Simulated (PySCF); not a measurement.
C5H8AlClO2 (SMILES CCC1=[O+][AlH2-][O]C(Cl)=C1)

```xyz
17

C    -2.3322   -0.0544    0.7280
C    -1.6270    0.0645   -0.6286
C    -0.1404    0.0494   -0.4140
O     0.4661    1.1675   -0.3223
Al    2.1712    1.6356    0.0161
O     2.6109   -0.1453    0.1141
C     1.8874   -1.1586   -0.0132
Cl    2.6763   -2.6964    0.1545
C     0.5267   -1.1679   -0.2723
H    -3.4089   -0.0096    0.5877
H    -2.0313    0.7616    1.3801
H    -2.0791   -0.9957    1.2090
H    -1.9221   -0.7667   -1.2694
H    -1.9061    1.0075   -1.1005
H     2.2780    2.2172    1.4375
H     2.8260    2.2023   -1.2552
H    -0.0027   -2.0990   -0.3614
```

Geometry: GFN2-xTB.

All numbers below come from PBE0/pcSseg-1, SCF density, gas phase, non-relativistic (PySCF 2.14.0).

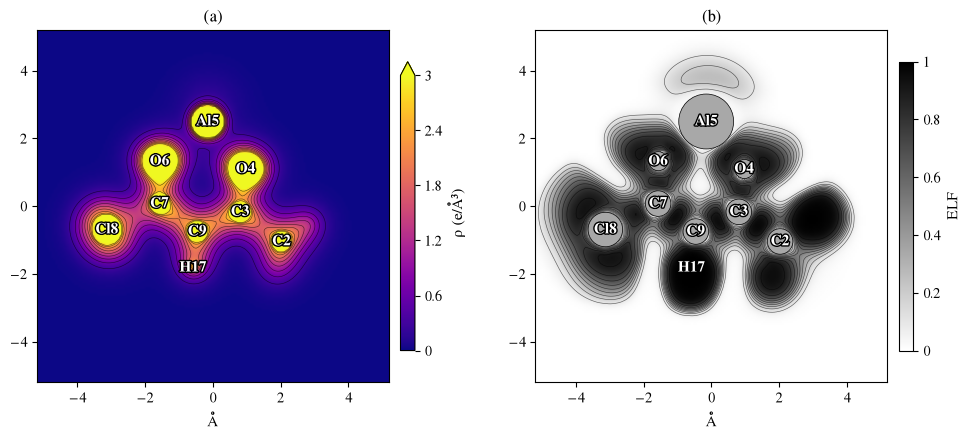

Figure 1. (a) total electron density; (b) ELF on the plane of atoms C3, C9 and C7. Grey discs cover the atomic cores in the ELF map.

Q: Describe what can be read from this map.

A:
- The plane passes through C, O, Al, Cl and H nuclei.
- C–O (1.25 Å): ρ is about 2.9 e/Å³ halfway; the ELF peaks at about 0.85 between the atoms (a polar covalent bond).
- C–C (1.39 Å): ρ is about 2.1 e/Å³ halfway; the ELF peaks at about 0.95 between the atoms: localised, covalent bonding.
- C–Cl (1.74 Å): the density is about 1.5 e/Å³ at the midpoint; the ELF peaks at about 0.90 between the atoms, as expected for a shared electron pair.
- Al–O (1.80 Å): ρ is about 0.65 e/Å³ halfway; the ELF peaks at about 0.90 in the valence shell of O, 0.6 Å from its nucleus, and is about 0.45 at the midpoint.
- C–H (1.07 Å): the density is about 2 e/Å³ at the midpoint; the ELF climbs to about 1 towards the hydrogen, as it does in any bond to H (an ordinary covalent bond to hydrogen).
- The ELF also peaks beside Cl8, O4 and O6, away from the bonds: lone-pair regions.

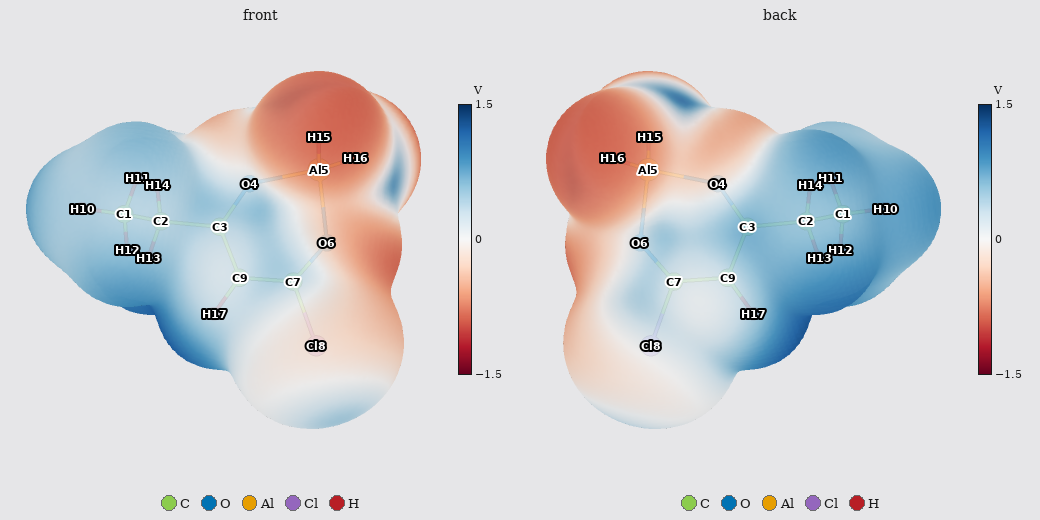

Figure 2. The molecular electrostatic potential painted on the density surface at 0.001 e/bohr³, seen from the front and from behind; the colour scale runs from red (negative) to blue (positive).

Q: Describe the electrostatic potential map.

A: The most negative region (about −0.9 V, or −21 kcal/mol for a unit charge) lies over H15 and H16, the most positive (about +1.2 V, or +28 kcal/mol for a unit charge) over H13 and H17. Cl8 shows a σ-hole: about +0.5 V, or +12 kcal/mol for a unit charge at the tip opposite its bond, against about −0.2 V on its flanks.
